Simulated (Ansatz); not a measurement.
# AlH₄+ (singlet): PBE-QIDH, RKS PBE0, RPA-PBE over a scan of the scale of all distances, cc-pVDZ

How well do these functionals follow the top wave-function level for AlH₄+ (singlet) over a scan of the scale of all distances?

Program: Ansatz 0.2.0, Gaussian basis. Level of theory: cc-pVDZ, all electrons in the functionals, frozen cores in the correlation of double hybrids and RPA. These are calculated values, not measurements.

Plan: PBE-QIDH, RKS PBE0, RPA-PBE, at 0.897; 1.000; 1.123; 1.312; 1.517; 1.765; 1.962; 2.358 (not every functional at every point).

17 further runs of the same task are left out: 6 for a known fault of the program, 10 that didn't finish, 1 set aside as unsound or not needed.

## 1. The geometry

The geometry derives from a PBE0/def2-TZVP stationary point (not a proven minimum). All distances are scaled together.

5 atoms, charge 1, spin multiplicity 1.

Atoms are counted from 1 here; the program's logs count them from 0.

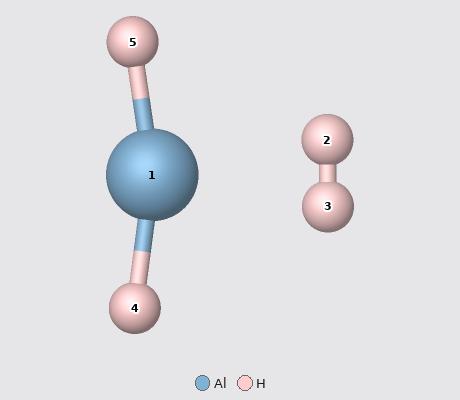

The geometry (aluminium light blue, hydrogen pink); atoms are numbered from 1 in the order of the file.

No dispersion term is added.

The geometry shown and the zero of energy belong to the point 1.000. The yardstick, FCI, and other wave-function levels (R restricted, U unrestricted, valence and pair active spaces) come from earlier runs.

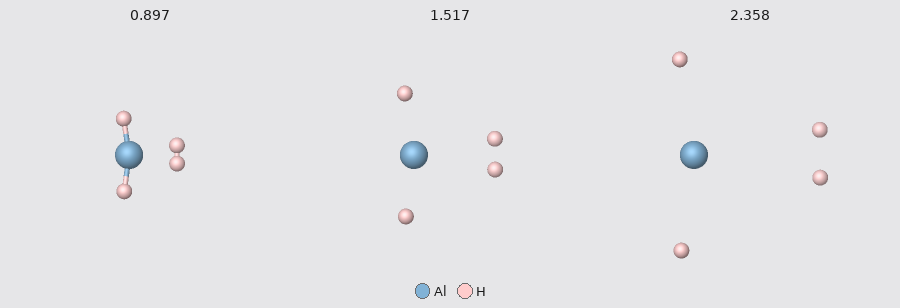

Three points of the scan; sticks are drawn by distance.

## 2. PBE-QIDH, 0.897

File in.yaml:

```yaml
crystal:
  periodic: [false, false, false]
  atoms:
    - {symbol: Al, position_ang: [0.000000, 0.000000, -0.106402]}
    - {symbol: H, position_ang: [0.000000, -0.345158, 1.724420]}
    - {symbol: H, position_ang: [0.000000, 0.345160, 1.724420]}
    - {symbol: H, position_ang: [0.000000, 1.378631, -0.300290]}
    - {symbol: H, position_ang: [0.000000, -1.378631, -0.300289]}
basis:
  gaussian: {orbitals: cc-pVDZ}
total_charge: 1
hamiltonian: {xc: {name: PBE-QIDH}}
correlation: {electrons: outside_noble_gas}
```

Run with:

```console
$ ansatz run in.yaml --threads 1 --pin off --events-out ev --progress --plain --max-ram 2393MiB
```

What it wrote:

```text
Functional definition: PBE-QIDH
  name "PBE-QIDH"
  cite "Brémond, Sancho-García, Pérez-Jiménez & Adamo, J. Chem. Phys. 141, 031101 (2014) doi:10.1063/1.4890314"
  cite "Perdew, Burke & Ernzerhof, Phys. Rev. Lett. 77, 3865 (1996) doi:10.1103/PhysRevLett.77.3865"
  parameter a = 3^(-1/3)
  parameter c = 1/3
  exchange = (1 - a)*pbe_x + a*exact_x
  correlation = (1 - c)*pbe_c + c*(mp2_os + mp2_ss)
350 factors; integrals over basis functions are off by at most 1.2e-3 eV
mean field evaluation 1: about -6644.9743 eV, gradient 6.9e0 eV
mean field evaluation 2: about -6644.9742 eV, gradient 6.9e0 eV
mean field evaluation 4: about -6645.1813 eV, gradient 1.1e-1 eV
mean field evaluation 8: about -6645.1813 eV, gradient 9.7e-5 eV
mean field -6645.18133271 eV, -244.2059097116 hartree, gradient 7.4e-7 eV, S^2 0.000000; 0 other end points of the search recorded, 0 dependent functions left out
5 core orbitals not correlated: weight in the atoms' cores, before any rotation towards them, 1.000 or more for the frozen orbitals, at most 0.000 for the correlated occupied ones
reference -6645.18134383 eV, -244.2059101201 hartree; 3, 3 occupied and 30, 30 virtual orbitals, 350 factors
second order -2.44227148 eV of doubles, -0.00000000 eV of singles
Total energy: -6645.99543433 eV, -244.2358273940 hartree
```

Wall time 0.6 s (1 thread of Arm Neoverse V2, shared host).

## 3. PBE-QIDH, 1.000

File in.yaml:

```yaml
crystal:
  periodic: [false, false, false]
  atoms:
    - {symbol: Al, position_ang: [0.000000, 0.000000, -0.118619]}
    - {symbol: H, position_ang: [0.000000, -0.384792, 1.922431]}
    - {symbol: H, position_ang: [0.000000, 0.384794, 1.922430]}
    - {symbol: H, position_ang: [0.000000, 1.536935, -0.334772]}
    - {symbol: H, position_ang: [0.000000, -1.536935, -0.334770]}
basis:
  gaussian: {orbitals: cc-pVDZ}
total_charge: 1
hamiltonian: {xc: {name: PBE-QIDH}}
correlation: {electrons: outside_noble_gas}
```

Launched as before.

What it wrote, shortened:

```text
Functional definition: PBE-QIDH
  name "PBE-QIDH"
  cite "Brémond, Sancho-García, Pérez-Jiménez & Adamo, J. Chem. Phys. 141, 031101 (2014) doi:10.1063/1.4890314"
  cite "Perdew, Burke & Ernzerhof, Phys. Rev. Lett. 77, 3865 (1996) doi:10.1103/PhysRevLett.77.3865"
[...]
350 factors; integrals over basis functions are off by at most 1.6e-3 eV
[...]
mean field -6645.89305355 eV, -244.2320649698 hartree, gradient 1.8e-6 eV, S^2 0.000000; 0 other end points of the search recorded, 0 dependent functions left out
5 core orbitals not correlated: weight in the atoms' cores, before any rotation towards them, 1.000 or more for the frozen orbitals, at most 0.000 for the correlated occupied ones
reference -6645.89306465 eV, -244.2320653778 hartree; 3, 3 occupied and 30, 30 virtual orbitals, 350 factors
second order -2.47301408 eV of doubles, -0.00000000 eV of singles
Total energy: -6646.71740268 eV, -244.2623592415 hartree
```

Run time: 0.57 s. Hardware: 1 thread of Arm Neoverse V2, shared host.

## 4. PBE-QIDH, 1.123

File in.yaml:

```yaml
crystal:
  periodic: [false, false, false]
  atoms:
    - {symbol: Al, position_ang: [0.000000, 0.000000, -0.133209]}
    - {symbol: H, position_ang: [0.000000, -0.432121, 2.158890]}
    - {symbol: H, position_ang: [0.000000, 0.432124, 2.158889]}
    - {symbol: H, position_ang: [0.000000, 1.725978, -0.375949]}
    - {symbol: H, position_ang: [0.000000, -1.725978, -0.375947]}
basis:
  gaussian: {orbitals: cc-pVDZ}
total_charge: 1
hamiltonian: {xc: {name: PBE-QIDH}}
correlation: {electrons: outside_noble_gas}
```

Same command.

What it wrote, shortened:

```text
Functional definition: PBE-QIDH
  name "PBE-QIDH"
  cite "Brémond, Sancho-García, Pérez-Jiménez & Adamo, J. Chem. Phys. 141, 031101 (2014) doi:10.1063/1.4890314"
  cite "Perdew, Burke & Ernzerhof, Phys. Rev. Lett. 77, 3865 (1996) doi:10.1103/PhysRevLett.77.3865"
[...]
352 factors; integrals over basis functions are off by at most 1.2e-3 eV
[...]
mean field -6645.23220269 eV, -244.2077791486 hartree, gradient 2.1e-6 eV, S^2 0.000000; 0 other end points of the search recorded, 0 dependent functions left out
5 core orbitals not correlated: weight in the atoms' cores, before any rotation towards them, 1.000 or more for the frozen orbitals, at most 0.000 for the correlated occupied ones
reference -6645.23221387 eV, -244.2077795595 hartree; 3, 3 occupied and 30, 30 virtual orbitals, 352 factors
second order -2.55737463 eV of doubles, -0.00000000 eV of singles
Total energy: -6646.08467208 eV, -244.2391068210 hartree
```

Run time: 0.57 s. Hardware: 1 thread of Arm Neoverse V2, shared host.

From 1.000: +61.0 kJ/mol.

## 5. PBE-QIDH, 1.312

File in.yaml:

```yaml
crystal:
  periodic: [false, false, false]
  atoms:
    - {symbol: Al, position_ang: [0.000000, 0.000000, -0.155629]}
    - {symbol: H, position_ang: [0.000000, -0.504847, 2.522229]}
    - {symbol: H, position_ang: [0.000000, 0.504850, 2.522229]}
    - {symbol: H, position_ang: [0.000000, 2.016458, -0.439220]}
    - {symbol: H, position_ang: [0.000000, -2.016459, -0.439218]}
basis:
  gaussian: {orbitals: cc-pVDZ}
total_charge: 1
magnetization: {spin_polarized: true, initial_magnetization: 0}
hamiltonian: {xc: {name: PBE-QIDH}}
correlation: {electrons: outside_noble_gas}
```

Same command.

What it wrote, shortened:

```text
Functional definition: PBE-QIDH
  name "PBE-QIDH"
  cite "Brémond, Sancho-García, Pérez-Jiménez & Adamo, J. Chem. Phys. 141, 031101 (2014) doi:10.1063/1.4890314"
  cite "Perdew, Burke & Ernzerhof, Phys. Rev. Lett. 77, 3865 (1996) doi:10.1103/PhysRevLett.77.3865"
[...]
353 factors; integrals over basis functions are off by at most 1.4e-3 eV
[...]
mean field -6642.85883494 eV, -244.1205594925 hartree, gradient 2.6e-6 eV, S^2 0.080065; 4 other end points of the search recorded, 0 dependent functions left out
5 core orbitals not correlated: weight in the atoms' cores, before any rotation towards them, 1.000 or more for the frozen orbitals, at most 0.000 for the correlated occupied ones
reference -6642.85884653 eV, -244.1205599185 hartree; 3, 3 occupied and 30, 30 virtual orbitals, 353 factors
second order -2.70351568 eV of doubles, -0.00000000 eV of singles
Total energy: -6643.76001842 eV, -244.1536773748 hartree
```

It took 2.1 s on 1 thread of Arm Neoverse V2, shared host.

From the report: ⟨S²⟩ of the determinant 0.080 (pure singlet: 0.00).

From 1.000: +285.3 kJ/mol.

## 6. PBE-QIDH, 1.517

File in.yaml:

```yaml
crystal:
  periodic: [false, false, false]
  atoms:
    - {symbol: Al, position_ang: [0.000000, 0.000000, -0.179946]}
    - {symbol: H, position_ang: [0.000000, -0.583729, 2.916328]}
    - {symbol: H, position_ang: [0.000000, 0.583732, 2.916327]}
    - {symbol: H, position_ang: [0.000000, 2.331530, -0.507849]}
    - {symbol: H, position_ang: [0.000000, -2.331531, -0.507846]}
basis:
  gaussian: {orbitals: cc-pVDZ}
total_charge: 1
magnetization: {spin_polarized: true, initial_magnetization: 0}
hamiltonian: {xc: {name: PBE-QIDH}}
correlation: {electrons: outside_noble_gas}
```

The command is unchanged.

What it wrote, shortened:

```text
Functional definition: PBE-QIDH
  name "PBE-QIDH"
  cite "Brémond, Sancho-García, Pérez-Jiménez & Adamo, J. Chem. Phys. 141, 031101 (2014) doi:10.1063/1.4890314"
  cite "Perdew, Burke & Ernzerhof, Phys. Rev. Lett. 77, 3865 (1996) doi:10.1103/PhysRevLett.77.3865"
[...]
355 factors; integrals over basis functions are off by at most 1.2e-3 eV
[...]
mean field -6640.81175164 eV, -244.0453305688 hartree, gradient 1.5e-6 eV, S^2 0.916898; 5 other end points of the search recorded, 0 dependent functions left out
5 core orbitals not correlated: weight in the atoms' cores, before any rotation towards them, 1.000 or more for the frozen orbitals, at most 0.000 for the correlated occupied ones
reference -6640.81176405 eV, -244.0453310250 hartree; 3, 3 occupied and 30, 30 virtual orbitals, 355 factors
second order -1.92252734 eV of doubles, -0.00000000 eV of singles
Total energy: -6641.45260650 eV, -244.0688815506 hartree
```

Wall time 2.5 s (1 thread of Arm Neoverse V2, shared host).

From the report: ⟨S²⟩ of the determinant 0.917 (pure singlet: 0.00). The determinant is far from a pure spin state, so its energy mixes those of several spin states (harmless only where they are near-degenerate, as at dissociation).

From 1.000: +508.0 kJ/mol.

## 7. PBE-QIDH, 1.765

File in.yaml:

```yaml
crystal:
  periodic: [false, false, false]
  atoms:
    - {symbol: Al, position_ang: [0.000000, 0.000000, -0.209363]}
    - {symbol: H, position_ang: [0.000000, -0.679158, 3.393091]}
    - {symbol: H, position_ang: [0.000000, 0.679161, 3.393090]}
    - {symbol: H, position_ang: [0.000000, 2.712690, -0.590872]}
    - {symbol: H, position_ang: [0.000000, -2.712691, -0.590869]}
basis:
  gaussian: {orbitals: cc-pVDZ}
total_charge: 1
magnetization: {spin_polarized: true, initial_magnetization: 0}
hamiltonian: {xc: {name: PBE-QIDH}}
correlation: {electrons: outside_noble_gas}
```

Same command.

What it wrote, shortened:

```text
Functional definition: PBE-QIDH
  name "PBE-QIDH"
  cite "Brémond, Sancho-García, Pérez-Jiménez & Adamo, J. Chem. Phys. 141, 031101 (2014) doi:10.1063/1.4890314"
  cite "Perdew, Burke & Ernzerhof, Phys. Rev. Lett. 77, 3865 (1996) doi:10.1103/PhysRevLett.77.3865"
[...]
355 factors; integrals over basis functions are off by at most 7.3e-4 eV
[...]
mean field -6639.38979618 eV, -243.9930746695 hartree, gradient 1.9e-6 eV, S^2 1.060875; 6 other end points of the search recorded, 0 dependent functions left out
5 core orbitals not correlated: weight in the atoms' cores, before any rotation towards them, 1.000 or more for the frozen orbitals, at most 0.000 for the correlated occupied ones
reference -6639.38981006 eV, -243.9930751798 hartree; 3, 3 occupied and 30, 30 virtual orbitals, 355 factors
second order -1.84039867 eV of doubles, -0.00000000 eV of singles
Total energy: -6640.00327629 eV, -244.0156196477 hartree
```

It took 3.1 s on 1 thread of Arm Neoverse V2, shared host.

From the report: ⟨S²⟩ of the determinant 1.061 (pure singlet: 0.00). The determinant is far from a pure spin state, so its energy mixes those of several spin states (harmless only where they are near-degenerate, as at dissociation).

From 1.000: +647.8 kJ/mol.

## 8. PBE-QIDH, 1.962

File in.yaml:

```yaml
crystal:
  periodic: [false, false, false]
  atoms:
    - {symbol: Al, position_ang: [0.000000, 0.000000, -0.232731]}
    - {symbol: H, position_ang: [0.000000, -0.754962, 3.771809]}
    - {symbol: H, position_ang: [0.000000, 0.754966, 3.771809]}
    - {symbol: H, position_ang: [0.000000, 3.015466, -0.656822]}
    - {symbol: H, position_ang: [0.000000, -3.015467, -0.656819]}
basis:
  gaussian: {orbitals: cc-pVDZ}
total_charge: 1
magnetization: {spin_polarized: true, initial_magnetization: 0}
hamiltonian: {xc: {name: PBE-QIDH}}
correlation: {electrons: outside_noble_gas}
```

The command is unchanged.

What it wrote, shortened:

```text
Functional definition: PBE-QIDH
  name "PBE-QIDH"
  cite "Brémond, Sancho-García, Pérez-Jiménez & Adamo, J. Chem. Phys. 141, 031101 (2014) doi:10.1063/1.4890314"
  cite "Perdew, Burke & Ernzerhof, Phys. Rev. Lett. 77, 3865 (1996) doi:10.1103/PhysRevLett.77.3865"
[...]
353 factors; integrals over basis functions are off by at most 1.4e-3 eV
[...]
mean field -6638.69226743 eV, -243.9674409609 hartree, gradient 9.6e-6 eV, S^2 1.400454; 8 other end points of the search recorded, 0 dependent functions left out
5 core orbitals not correlated: weight in the atoms' cores, before any rotation towards them, 1.000 or more for the frozen orbitals, at most 0.000 for the correlated occupied ones
reference -6638.69228317 eV, -243.9674415391 hartree; 3, 3 occupied and 30, 30 virtual orbitals, 353 factors
second order -1.35323842 eV of doubles, -0.00000000 eV of singles
Total energy: -6639.14336264 eV, -243.9840184040 hartree
```

Wall time 2.9 s (1 thread of Arm Neoverse V2, shared host).

From the report: ⟨S²⟩ of the determinant 1.400 (pure singlet: 0.00). The determinant is far from a pure spin state, so its energy mixes those of several spin states (harmless only where they are near-degenerate, as at dissociation).

From 1.000: +730.8 kJ/mol.

## 9. PBE-QIDH, 2.358

File in.yaml:

```yaml
crystal:
  periodic: [false, false, false]
  atoms:
    - {symbol: Al, position_ang: [0.000000, 0.000000, -0.279704]}
    - {symbol: H, position_ang: [0.000000, -0.907340, 4.533092]}
    - {symbol: H, position_ang: [0.000000, 0.907344, 4.533091]}
    - {symbol: H, position_ang: [0.000000, 3.624092, -0.789391]}
    - {symbol: H, position_ang: [0.000000, -3.624093, -0.789388]}
basis:
  gaussian: {orbitals: cc-pVDZ}
total_charge: 1
magnetization: {spin_polarized: true, initial_magnetization: 0}
hamiltonian: {xc: {name: PBE-QIDH}}
correlation: {electrons: outside_noble_gas}
```

The command is unchanged.

What it wrote, shortened:

```text
Functional definition: PBE-QIDH
  name "PBE-QIDH"
  cite "Brémond, Sancho-García, Pérez-Jiménez & Adamo, J. Chem. Phys. 141, 031101 (2014) doi:10.1063/1.4890314"
  cite "Perdew, Burke & Ernzerhof, Phys. Rev. Lett. 77, 3865 (1996) doi:10.1103/PhysRevLett.77.3865"
[...]
354 factors; integrals over basis functions are off by at most 1.2e-3 eV
[...]
mean field -6638.01193259 eV, -243.9424391165 hartree, gradient 2.0e-6 eV, S^2 1.761091; 9 other end points of the search recorded, 0 dependent functions left out
5 core orbitals not correlated: weight in the atoms' cores, before any rotation towards them, 1.000 or more for the frozen orbitals, at most 0.000 for the correlated occupied ones
reference -6638.01195172 eV, -243.9424398198 hartree; 3, 3 occupied and 30, 30 virtual orbitals, 354 factors
second order -0.96330317 eV of doubles, -0.00000000 eV of singles
Total energy: -6638.33305278 eV, -243.9542400659 hartree
```

Wall time 3.3 s (1 thread of Arm Neoverse V2, shared host).

From the report: ⟨S²⟩ of the determinant 1.761 (pure singlet: 0.00). The determinant is far from a pure spin state, so its energy mixes those of several spin states (harmless only where they are near-degenerate, as at dissociation).

From 1.000: +809.0 kJ/mol.

## 10. RKS PBE0, 1.312

File in.yaml:

```yaml
crystal:
  periodic: [false, false, false]
  atoms:
    - {symbol: Al, position_ang: [0.000000, 0.000000, -0.155629]}
    - {symbol: H, position_ang: [0.000000, -0.504847, 2.522229]}
    - {symbol: H, position_ang: [0.000000, 0.504850, 2.522229]}
    - {symbol: H, position_ang: [0.000000, 2.016458, -0.439220]}
    - {symbol: H, position_ang: [0.000000, -2.016459, -0.439218]}
basis:
  gaussian: {orbitals: cc-pVDZ}
total_charge: 1
hamiltonian: {xc: {name: PBE0}}
```

The command is unchanged.

What it wrote:

```text
Functional definition: PBE0
  name "PBE0"
  cite "Adamo & Barone, J. Chem. Phys. 110, 6158 (1999) doi:10.1063/1.478522"
  cite "Perdew, Burke & Ernzerhof, Phys. Rev. Lett. 77, 3865 (1996) doi:10.1103/PhysRevLett.77.3865"
  parent pbe
  parameter a = 0.25
  parameter kappa = 0.804
  parameter beta = 0.06672455060314922
  exchange = (1 - a)*pbe_x(kappa = kappa, mu = beta*pi^2/3) + a*exact_x
  correlation = pbe_c(beta = beta)
353 factors; integrals over basis functions are off by at most 1.4e-3 eV
mean field evaluation 1: about -6646.2463 eV, gradient 7.6e0 eV
mean field evaluation 2: about -6646.4578 eV, gradient 4.1e0 eV
mean field evaluation 4: about -6646.5608 eV, gradient 4.0e-2 eV
mean field evaluation 8: about -6646.5567 eV, gradient 5.9e-4 eV
mean field -6646.55674514 eV, -244.2564551858 hartree, gradient 2.3e-5 eV, S^2 0.000000; 0 other end points of the search recorded, 0 dependent functions left out
reference -6646.55677328 eV, -244.2564562199 hartree; 8, 8 occupied and 30, 30 virtual orbitals, 353 factors
Total energy: -6646.55677328 eV, -244.2564562199 hartree
```

It took 0.39 s on 1 thread of Arm Neoverse V2, shared host.

## 11. RKS PBE0, 1.517

File in.yaml:

```yaml
crystal:
  periodic: [false, false, false]
  atoms:
    - {symbol: Al, position_ang: [0.000000, 0.000000, -0.179946]}
    - {symbol: H, position_ang: [0.000000, -0.583729, 2.916328]}
    - {symbol: H, position_ang: [0.000000, 0.583732, 2.916327]}
    - {symbol: H, position_ang: [0.000000, 2.331530, -0.507849]}
    - {symbol: H, position_ang: [0.000000, -2.331531, -0.507846]}
basis:
  gaussian: {orbitals: cc-pVDZ}
total_charge: 1
hamiltonian: {xc: {name: PBE0}}
```

The command is unchanged.

What it wrote:

```text
Functional definition: PBE0
  name "PBE0"
  cite "Adamo & Barone, J. Chem. Phys. 110, 6158 (1999) doi:10.1063/1.478522"
  cite "Perdew, Burke & Ernzerhof, Phys. Rev. Lett. 77, 3865 (1996) doi:10.1103/PhysRevLett.77.3865"
  parent pbe
  parameter a = 0.25
  parameter kappa = 0.804
  parameter beta = 0.06672455060314922
  exchange = (1 - a)*pbe_x(kappa = kappa, mu = beta*pi^2/3) + a*exact_x
  correlation = pbe_c(beta = beta)
355 factors; integrals over basis functions are off by at most 1.2e-3 eV
mean field evaluation 1: about -6643.6598 eV, gradient 6.4e0 eV
mean field evaluation 2: about -6643.7951 eV, gradient 4.4e0 eV
mean field evaluation 4: about -6643.9332 eV, gradient 4.4e-2 eV
mean field evaluation 8: about -6643.9291 eV, gradient 9.2e-4 eV
mean field -6643.92914550 eV, -244.1598926800 hartree, gradient 6.9e-7 eV, S^2 0.000000; 0 other end points of the search recorded, 0 dependent functions left out
reference -6643.92917465 eV, -244.1598937516 hartree; 8, 8 occupied and 30, 30 virtual orbitals, 355 factors
Total energy: -6643.92917465 eV, -244.1598937516 hartree
```

Run time: 0.39 s. Hardware: 1 thread of Arm Neoverse V2, shared host.

## 12. RKS PBE0, 1.765

File in.yaml:

```yaml
crystal:
  periodic: [false, false, false]
  atoms:
    - {symbol: Al, position_ang: [0.000000, 0.000000, -0.209363]}
    - {symbol: H, position_ang: [0.000000, -0.679158, 3.393091]}
    - {symbol: H, position_ang: [0.000000, 0.679161, 3.393090]}
    - {symbol: H, position_ang: [0.000000, 2.712690, -0.590872]}
    - {symbol: H, position_ang: [0.000000, -2.712691, -0.590869]}
basis:
  gaussian: {orbitals: cc-pVDZ}
total_charge: 1
hamiltonian: {xc: {name: PBE0}}
```

Launched as before.

What it wrote:

```text
Functional definition: PBE0
  name "PBE0"
  cite "Adamo & Barone, J. Chem. Phys. 110, 6158 (1999) doi:10.1063/1.478522"
  cite "Perdew, Burke & Ernzerhof, Phys. Rev. Lett. 77, 3865 (1996) doi:10.1103/PhysRevLett.77.3865"
  parent pbe
  parameter a = 0.25
  parameter kappa = 0.804
  parameter beta = 0.06672455060314922
  exchange = (1 - a)*pbe_x(kappa = kappa, mu = beta*pi^2/3) + a*exact_x
  correlation = pbe_c(beta = beta)
355 factors; integrals over basis functions are off by at most 7.3e-4 eV
mean field evaluation 1: about -6641.0393 eV, gradient 5.0e0 eV
mean field evaluation 2: about -6641.1416 eV, gradient 3.3e0 eV
mean field evaluation 4: about -6641.2369 eV, gradient 4.6e-2 eV
mean field evaluation 8: about -6641.2351 eV, gradient 5.0e-3 eV
mean field -6641.23505570 eV, -244.0608867061 hartree, gradient 8.8e-5 eV, S^2 0.000000; 0 other end points of the search recorded, 0 dependent functions left out
reference -6641.23508666 eV, -244.0608878440 hartree; 8, 8 occupied and 30, 30 virtual orbitals, 355 factors
Total energy: -6641.23508666 eV, -244.0608878440 hartree
```

Run time: 0.36 s. Hardware: 1 thread of Arm Neoverse V2, shared host.

## 13. RKS PBE0, 1.962

File in.yaml:

```yaml
crystal:
  periodic: [false, false, false]
  atoms:
    - {symbol: Al, position_ang: [0.000000, 0.000000, -0.232731]}
    - {symbol: H, position_ang: [0.000000, -0.754962, 3.771809]}
    - {symbol: H, position_ang: [0.000000, 0.754966, 3.771809]}
    - {symbol: H, position_ang: [0.000000, 3.015466, -0.656822]}
    - {symbol: H, position_ang: [0.000000, -3.015467, -0.656819]}
basis:
  gaussian: {orbitals: cc-pVDZ}
total_charge: 1
hamiltonian: {xc: {name: PBE0}}
```

Same command.

What it wrote:

```text
Functional definition: PBE0
  name "PBE0"
  cite "Adamo & Barone, J. Chem. Phys. 110, 6158 (1999) doi:10.1063/1.478522"
  cite "Perdew, Burke & Ernzerhof, Phys. Rev. Lett. 77, 3865 (1996) doi:10.1103/PhysRevLett.77.3865"
  parent pbe
  parameter a = 0.25
  parameter kappa = 0.804
  parameter beta = 0.06672455060314922
  exchange = (1 - a)*pbe_x(kappa = kappa, mu = beta*pi^2/3) + a*exact_x
  correlation = pbe_c(beta = beta)
353 factors; integrals over basis functions are off by at most 1.4e-3 eV
mean field evaluation 1: about -6639.4889 eV, gradient 4.2e0 eV
mean field evaluation 2: about -6639.5858 eV, gradient 2.4e0 eV
mean field evaluation 4: about -6639.6453 eV, gradient 3.8e-2 eV
mean field evaluation 8: about -6639.6439 eV, gradient 1.0e-3 eV
mean field -6639.64387140 eV, -244.0024117619 hartree, gradient 2.9e-5 eV, S^2 0.000000; 0 other end points of the search recorded, 0 dependent functions left out
reference -6639.64390516 eV, -244.0024130023 hartree; 8, 8 occupied and 30, 30 virtual orbitals, 353 factors
Total energy: -6639.64390516 eV, -244.0024130023 hartree
```

It took 0.39 s on 1 thread of Arm Neoverse V2, shared host.

(Part 1 of 2 ends here.)
